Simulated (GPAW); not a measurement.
## Ga2O3 (C2/m): G0W0 on several meshes in GPAW

How does the mesh move the gap of Ga2O3 (C2/m)?

Method: PBE and many-body steps on it, plane waves, in GPAW 26.7.0.

**1. Set-up**

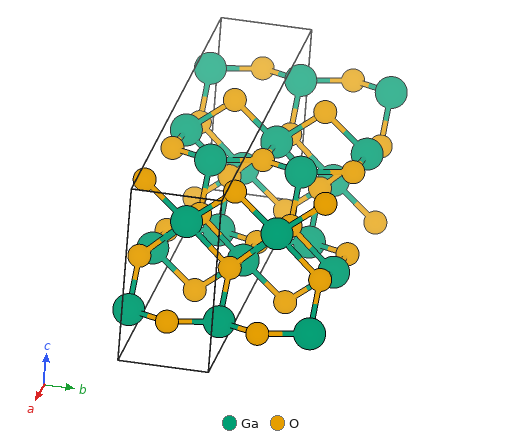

Start, viewed slightly off an axis; gallium teal, oxygen orange. 1×2×1 cells are drawn. This picture shows the conventional cell, with its axes. Some periodic images of atoms are drawn too.

Coordinates:

```
Ga O
1.0
     6.10700   -1.51855    0.00000
     6.10700    1.51855    0.00000
    -1.38599    0.00000    5.63001
Ga O
4 6
Direct
  0.09050 0.09050 0.79460
  0.90950 0.90950 0.20540
  0.65866 0.65866 0.31402
  0.34134 0.34134 0.68598
  0.16450 0.16450 0.10980
  0.83550 0.83550 0.89020
  0.17330 0.17330 0.56320
  0.82670 0.82670 0.43680
  0.49590 0.49590 0.25660
  0.50410 0.50410 0.74340
```

The cell and positions come from the Crystallography Open Database and are kept as given unless a step says otherwise.

**2. Empty states on the mesh, 4×4×2 mesh, 680 bands**

This step: GPAW 26.7.0; DFT, PBE, plane waves, PAW.

The sums over transitions need many empty states on a uniform mesh; this step solves for them.

File run.py:

```python
import json
import numpy as np
from gpaw.mpi import world
from gpaw import GPAW

calc = GPAW('gs.gpw').fixed_density(kpts={'size': (4, 4, 2), 'gamma': True},
    parallel={'domain': 1, 'band': 1},
    txt='nscf.txt')
calc.diagonalize_full_hamiltonian(nbands=680)
calc.write('full.gpw', mode='all')
res = {}
kpts = calc.get_ibz_k_points()
res['kpts'] = kpts
res['eigenvalues'] = [calc.get_eigenvalues(kpt=k) for k in range(len(kpts))]
res['n_electrons'] = calc.get_number_of_electrons()

if world.rank == 0:
    with open('result.json', 'w') as f:
        json.dump(res, f, default=lambda x: x.tolist())
```

Command:

```console
$ mpirun -n 12 gpaw python run.py
```

Numbers of over 12 decimals in the logs are rounded to 6 here.

Output:

```text
Diagonalizing LCAO Hamiltonian
Converting LCAO to pw mode
convergence criteria:
- Maximum integral of absolute [eigenst]ate change: 4e-08 eV^2 / valence electron
maximum number of iterations: 100

SCF iterations
|iter     |     time |      energy | eigst |  dens |
|iter:   1|  |             | +0.39 |       |
|iter:   2|  |             | -1.15 |       |
|iter:   3|  |             | -2.07 |       |
[...]
|iter:  16|  |             | -7.03 |       |
|iter:  17|  |             | -7.22 |       |
|iter:  18|  |             | -7.41c|       |
SCF steps: 18
  __  _  _
 | _ |_)|_||  |
 |__||  | ||/\| - 26.7.0

Input parameters:
  mode=PW(ecut=600.0),
  convergence={'density': 1e-06, 'bands': -3},
  gpts=array([36, 36, 35]),
  kpts=MonkhorstPack(size=(4, 4, 2), gamma=True),
  maxiter=100,
  nbands=35,
  occupations=Occupations(name='fermi-dirac', width=0.001, fixmagmom=False),
  parallel={'domain': 1, 'band': 1},
  xc=XC(name='PBE')
Matrix size: 3459x3459
# Writing to full.gpw (mode='all')
  [... matrices ...]

timing:  # [seconds]
  Total: 60.750  # ━━━━━━━━━━━━━━━━━━━━━━━━━━━━━━━━━━━━━━━━━━━━━━━━━━━━━━━━━━
```

Elapsed: 74 s, on 12 MPI ranks of Intel Xeon 6975P-C (Granite Rapids), shared host; peak memory 12 GiB.

This step gave:

```
gap                                                           : 2.431 eV
k of the valence top                                          : 0.5, 0.5, 0.5
k of the conduction bottom                                    : 0, 0, 0
least direct gap                                              : 2.460 eV
k points computed                                             : 14
lowest point of the top converged band, above the valence top : 184.7185 eV
```

On this mesh the gap is 2.431 eV.

**3. 4×4×2**

G0W0 replaces the xc potential by the self-energy, built once from these orbitals. Only a window of levels is corrected, while the sums run over the empty bands that the input names.

This step: G0W0 on PBE, plane waves, PAW.

File run.py:

```python
import json
import numpy as np
from gpaw.mpi import world
from gpaw.response.g0w0 import G0W0

gw = G0W0('full.gpw',
    filename='gw',
    kpts=[0, 13],
    bands=(22, 26),
    ecut=60,
    nbands=110,
    integrate_gamma='WS',
    ppa=True)
gw.calculate()
res = {mode: {k: v for k, v in r.items() if k != 'sigma_eskwn'}
       for mode, r in gw.all_results.items()}

if world.rank == 0:
    with open('result.json', 'w') as f:
        json.dump(res, f, default=lambda x: x.tolist())
```

Command:

```console
$ mpirun -n 12 gpaw python run.py
```

Output:

```text
Using integrator: PointIntegrator
FrequencyGridDescriptor(from 0.000+0.000j to 0.000+27.211j eV, 2 points)
Nonperiodic BCs:  [False False False]
Using integrator: PointIntegrator
FrequencyGridDescriptor(from 0.000+0.000j to 0.000+27.211j eV, 2 points)
Nonperiodic BCs:  [False False False]
  ___  _ _ _
 |   || | | |
 | | || | | |
 |__ ||_____|
 |___|

BZ k-points: Symmetries present (total): 4

  [... matrices ...]
32 k-points: 4 x 4 x 2 Monkhorst-Pack grid + [1/8,1/8,1/4]
14 k-points in the irreducible part of the Brillouin zone
       k-points in crystal coordinates                weights
   0:     0.00000000    0.00000000    0.00000000          1/32
   1:     0.00000000    0.00000000    0.50000000          1/32
   2:     0.25000000   -0.25000000    0.00000000          2/32
   3:     0.25000000   -0.25000000    0.50000000          2/32
   4:     0.25000000    0.00000000    0.00000000          4/32
   5:     0.25000000    0.00000000    0.50000000          4/32
   6:     0.25000000    0.25000000    0.00000000          2/32
   7:     0.25000000    0.25000000    0.50000000          2/32
   8:     0.50000000    0.00000000    0.00000000          2/32
   9:     0.50000000    0.00000000    0.50000000          2/32
          ...
  13:     0.50000000    0.50000000    0.50000000          1/32

Distributing spins, k-points and bands (1 x 2 x 4) over 12 processes
Number of blocks: 1

Quasi particle states:
k-points (IBZ indices): [0, 13]
Band range: (22, 26)
  [... matrices ...]
Computational parameters:
Plane wave cut-off: 60 eV
Number of bands: 110
Coulomb cutoff: None
Broadening: 0.1 eV

fxc modes: GW
Kernel: RPA
Using Godby-Needs plasmon-pole approximation:
  Fitting energy: i*E0, E0 = 1.000 Hartree
Summing all q:

Calculating screened Coulomb potential
No Coulomb truncation
FrequencyGridDescriptor(from 0.000+0.000j to 0.000+27.211j eV, 2 points)
Removing empty qpoint cache files...

Calculating chi0 body with:
    Ground state adapter containing:
    Number of spins: 1
    Number of kpoints: 32
    Number of irreducible kpoints: 14
    Number of completely occupied states: 24
    Number of partially occupied states: 24
    Occupied states memory: 16.611328125 M / cpu

    Linear response parametrization:
    q_c: [0.0, 0.0, 0.0]
    Number of frequency points: 2
    Planewave cutoff: 60.0
    Number of bands: 110
    Number of planewaves: 105
    Broadening (eta): 1e-06
    comm.size: 12
    kncomm.size: 12
    blockcomm.size: 1

    Memory estimate of potentially large arrays:
        chi0_wGG: 0.336456 M / cpu
Integrating chi0 body.

Symmetries of q_c:
    Direct symmetries (Uq -> q): 4
    Indirect symmetries (TUq -> q): 0
In total 4 allowed symmetries.

  [... matrices ...]
14 groups of equivalent kpoints. 56.25% reduction.

Integral kind: response function
Integrating chi0 head and wings.

Symmetries of q_c:
    Direct symmetries (Uq -> q): 4
    Indirect symmetries (TUq -> q): 0
In total 4 allowed symmetries.

  [... matrices ...]
14 groups of equivalent kpoints. 56.25% reduction.

Integral kind: response function wings

Calculating chi0 body with:
    Ground state adapter containing:
    Number of spins: 1
    Number of kpoints: 32
    Number of irreducible kpoints: 14
    Number of completely occupied states: 24
    Number of partially occupied states: 24
    Occupied states memory: 16.611328125 M / cpu

    Linear response parametrization:
[... the further q-points ...]

Results:
f:      Occupation numbers
eps:     KS-eigenvalues [eV]
vxc:     KS vxc [eV]
exx:     Exact exchange [eV]
sigma:   Self-energies [eV]
dsigma:  Self-energy derivatives
Z:       Renormalization factors
qp:      QP-energies [eV]

k-point 0 (0): (0.000, 0.000, 0.000)                GW
band       f     eps     vxc     exx   sigma  dsigma       Z      qp
                                                                   GW
  22   1.000   4.721 -21.138 -26.630   4.861  -0.266   0.790   4.222
  23   1.000   4.994 -21.523 -27.240   5.044  -0.265   0.791   4.461
  24   0.000   7.453 -16.695 -12.253  -2.811  -0.181   0.847   8.834
  25   0.000  10.774 -17.097 -11.594  -3.218  -0.199   0.834  12.680

k-point 1 (13): (0.500, 0.500, 0.500)                GW
band       f     eps     vxc     exx   sigma  dsigma       Z      qp
                                                                   GW
  22   1.000   4.420 -21.067 -26.663   4.926  -0.266   0.790   3.891
  23   1.000   5.022 -21.086 -26.887   5.119  -0.269   0.788   4.484
  24   0.000  10.249 -18.334 -13.242  -2.890  -0.200   0.833  12.084
  25   0.000  10.403 -17.538 -12.353  -3.006  -0.203   0.831  12.215
```

Run time: 86 s. Hardware: 12 MPI ranks; peak memory 4.6 GiB; 13 min of CPU time.

Numbers from this step:

* G0W0 gap on the points computed: 4.350 eV
* least direct G0W0 gap on the computed points: 4.373 eV
* Z at the valence top: 0.7883
* Z at the conduction bottom: 0.8468
* starting gap on the mesh: 2.431 eV
* k of the valence top: 0.5, 0.5, 0.5
* k of the conduction bottom: 0, 0, 0

The gap on the mesh goes from 2.43 eV to 4.35 eV, a correction of +1.92 eV.

**4. Empty states on the mesh, 6×6×4 mesh, 120 bands**

This step: DFT, PBE, plane waves, PAW.

File run.py:

```python
import json
import numpy as np
from gpaw.mpi import world
from gpaw import GPAW

calc = GPAW('gs.gpw').fixed_density(kpts={'size': (6, 6, 4), 'gamma': True},
    nbands=140,
    convergence={'bands': 120},
    txt='nscf.txt')
calc.write('full.gpw', mode='all')
res = {}
kpts = calc.get_ibz_k_points()
res['kpts'] = kpts
res['eigenvalues'] = [calc.get_eigenvalues(kpt=k) for k in range(len(kpts))]
res['n_electrons'] = calc.get_number_of_electrons()

if world.rank == 0:
    with open('result.json', 'w') as f:
        json.dump(res, f, default=lambda x: x.tolist())
```

Command:

```console
$ mpirun -n 12 gpaw python run.py
```

Output:

```text
Diagonalizing LCAO Hamiltonian
Converting LCAO to pw mode
convergence criteria:
- Maximum integral of absolute [eigenst]ate change: 4e-08 eV^2 / valence electron
maximum number of iterations: 100

SCF iterations
|iter     |     time |      energy | eigst |  dens |
|iter:   1|  |             | +3.86 |       |
|iter:   2|  |             | +2.58 |       |
|iter:   3|  |             | +1.44 |       |
[...]
|iter:  11|  |             | -6.76 |       |
|iter:  12|  |             | -7.23 |       |
|iter:  13|  |             | -7.87c|       |
SCF steps: 13
  __  _  _
 | _ |_)|_||  |
 |__||  | ||/\| - 26.7.0

Input parameters:
  mode=PW(ecut=600.0),
  convergence={'bands': 120},
  gpts=array([36, 36, 35]),
  kpts=MonkhorstPack(size=(6, 6, 4), gamma=True),
  maxiter=100,
  nbands=140,
  occupations=Occupations(name='fermi-dirac', width=0.001, fixmagmom=False),
  parallel={},
  xc=XC(name='PBE')
# Writing to full.gpw (mode='all')
  [... matrices ...]

timing:  # [seconds]
  Total: 0.813  # ━━━━━━━━━━━━━━━━━━━━━━━━━━━━━━━━━━━━━━━━━━━━━━━━━━━━━━━━━━━
```

Run time: 64 s. Hardware: 12 MPI ranks; peak memory 3.7 GiB.

This step gave:

```yaml
gap: 2.431 eV
k_of_the_valence_top: 0.5, 0.5, 0.5
k_of_the_conduction_bottom: 0, 0, 0
least_direct_gap: 2.460 eV
k_points_computed: 47
lowest_point_of_the_top_converged_band_above_the_valence_top: 46.30 eV
```

On this mesh the gap is 2.431 eV.

**5. 6×6×4**

This step: G0W0 on PBE, plane waves, PAW.

File run.py:

```python
import json
import numpy as np
from gpaw.mpi import world
from gpaw.response.g0w0 import G0W0

gw = G0W0('full.gpw',
    filename='gw',
    kpts=[0, 46],
    bands=(22, 26),
    ecut=60,
    nbands=110,
    integrate_gamma='WS',
    ppa=True)
gw.calculate()
res = {mode: {k: v for k, v in r.items() if k != 'sigma_eskwn'}
       for mode, r in gw.all_results.items()}

if world.rank == 0:
    with open('result.json', 'w') as f:
        json.dump(res, f, default=lambda x: x.tolist())
```

Command:

```console
$ mpirun -n 12 gpaw python run.py
```

Output:

```text
Using integrator: PointIntegrator
FrequencyGridDescriptor(from 0.000+0.000j to 0.000+27.211j eV, 2 points)
Nonperiodic BCs:  [False False False]
Using integrator: PointIntegrator
FrequencyGridDescriptor(from 0.000+0.000j to 0.000+27.211j eV, 2 points)
Nonperiodic BCs:  [False False False]
  ___  _ _ _
 |   || | | |
 | | || | | |
 |__ ||_____|
 |___|

BZ k-points: Symmetries present (total): 4

  [... matrices ...]
144 k-points: 6 x 6 x 4 Monkhorst-Pack grid + [1/12,1/12,1/8]
47 k-points in the irreducible part of the Brillouin zone
       k-points in crystal coordinates                weights
   0:     0.00000000    0.00000000    0.00000000          1/144
   1:     0.00000000    0.00000000    0.25000000          2/144
   2:     0.00000000    0.00000000    0.50000000          1/144
[...]
9:     0.16666667    0.00000000    0.50000000          4/144
          ...
  46:     0.50000000    0.50000000    0.50000000          1/144

Distributing spins, k-points and bands (1 x 2 x 4) over 12 processes
Number of blocks: 1

Quasi particle states:
k-points (IBZ indices): [0, 46]
Band range: (22, 26)
  [... matrices ...]
Computational parameters:
Plane wave cut-off: 60 eV
Number of bands: 110
Coulomb cutoff: None
Broadening: 0.1 eV

fxc modes: GW
Kernel: RPA
Using Godby-Needs plasmon-pole approximation:
  Fitting energy: i*E0, E0 = 1.000 Hartree
Summing all q:

Calculating screened Coulomb potential
No Coulomb truncation
FrequencyGridDescriptor(from 0.000+0.000j to 0.000+27.211j eV, 2 points)
Removing empty qpoint cache files...

Calculating chi0 body with:
    Ground state adapter containing:
    Number of spins: 1
    Number of kpoints: 144
    Number of irreducible kpoints: 47
    Number of completely occupied states: 24
[...]
q_c: [1.3877787807814457e-17, 1.3877787807814457e-17, 0.0]
    Number of frequency points: 2
    Planewave cutoff: 60.0
    Number of bands: 110
    Number of planewaves: 105
    Broadening (eta): 1e-06
    comm.size: 12
    kncomm.size: 12
    blockcomm.size: 1

    Memory estimate of potentially large arrays:
        chi0_wGG: 0.336456 M / cpu
Integrating chi0 body.

Symmetries of q_c:
    Direct symmetries (Uq -> q): 4
    Indirect symmetries (TUq -> q): 0
In total 4 allowed symmetries.

  [... matrices ...]
47 groups of equivalent kpoints. 67.361111% reduction.

Integral kind: response function
Integrating chi0 head and wings.

Symmetries of q_c:
    Direct symmetries (Uq -> q): 4
    Indirect symmetries (TUq -> q): 0
In total 4 allowed symmetries.

  [... matrices ...]
47 groups of equivalent kpoints. 67.361111% reduction.

Integral kind: response function wings

Calculating chi0 body with:
    Ground state adapter containing:
    Number of spins: 1
    Number of kpoints: 144
    Number of irreducible kpoints: 47
    Number of completely occupied states: 24
    Number of partially occupied states: 24
[... the further q-points ...]

Results:
f:      Occupation numbers
eps:     KS-eigenvalues [eV]
vxc:     KS vxc [eV]
exx:     Exact exchange [eV]
sigma:   Self-energies [eV]
dsigma:  Self-energy derivatives
Z:       Renormalization factors
qp:      QP-energies [eV]

k-point 0 (0): (0.000, 0.000, 0.000)                GW
band       f     eps     vxc     exx   sigma  dsigma       Z      qp
                                                                   GW
  22   1.000   4.721 -21.138 -26.649   4.860  -0.265   0.790   4.206
  23   1.000   4.994 -21.523 -27.166   4.986  -0.264   0.791   4.473
  24   0.000   7.453 -16.695 -12.355  -2.720  -0.179   0.848   8.827
[...]
k-point 1 (46): (0.500, 0.500, 0.500)                GW
band       f     eps     vxc     exx   sigma  dsigma       Z      qp
                                                                   GW
[...]
24   0.000  10.249 -18.334 -13.249  -2.868  -0.199   0.834  12.097
  25   0.000  10.403 -17.538 -12.358  -2.986  -0.202   0.832  12.228
```

Elapsed: 10 min, on 12 MPI ranks; peak memory 6.7 GiB; 1.9 h of CPU time.

This step gave:

| Property | Result |
| --- | --- |
| G0W0 gap on the points computed | 4.352 eV |
| least direct G0W0 gap on the computed points | 4.354 eV |
| Z at the valence top | 0.7887 |
| Z at the conduction bottom | 0.8482 |
| starting gap on the mesh | 2.431 eV |
| k of the valence top | 0.5, 0.5, 0.5 |
| k of the conduction bottom | 0, 0, 0 |

Against G0W0 in GPAW (4×4×2 mesh, 110 bands, screening to 60 eV, Godby-Needs plasmon pole), the gap moves by +0.003 eV.

**6. Side by side**

Times are wall times on 12 MPI ranks of Intel Xeon 6975P-C (Granite Rapids), shared host, good to a factor of about two.

| run | mesh | bands | screening cutoff (eV) | DFT gap (eV) | gap on the mesh (eV) | direct (eV) | time |
| --- | --- | --- | --- | --- | --- | --- | --- |
| 4×4×2 | 4×4×2 | 110 | 60 | 2.431 | 4.350 | 4.373 | 86 s |
| 6×6×4 | 6×6×4 | 110 | 60 | 2.431 | 4.352 | 4.354 | 10 min |

**7. What came out**

* 4×4×2: 4.350 eV
* 6×6×4: 4.352 eV
* known limits: not at the basis limit; no spin-orbit coupling; coarse k mesh

What this shows: 6×6×4: +0.003 eV against 4×4×2. Bands and cutoff are finite, so the gap is not at the basis limit. The miss can reach some tenths of an eV and take either sign; the mesh is an error of its own. These stock PAW sets were not made for GW; the filled d or f shell of Ga lies in the frozen core, which bears on start and correction. In the G0W0 runs levels were corrected at 2 k points alone, so a gap called «on the mesh» is the least over those, and an edge elsewhere would be missed. The 4×4×2 mesh is coarse for this cell, which bears on the long-range parts of exchange and screening. The many-body steps are scalar-relativistic: spin-orbit coupling is not in them.

[Paths, hosts, dates, memory and timing lines, banners, echoed tables and standing remarks are left out of the program output.]

[Logs are printed without paths, hosts, clocks, repeated set-up lines and the standing remarks that a program may print on its own settings, such as how far it seeks lower states.]

[Runs of the session that timed out or met a known fault of the program may be left out.]

[Hosts, paths, dates, database ids (printed as entryN), source tags and the programs' standing remarks are cut or masked in the printed files.]
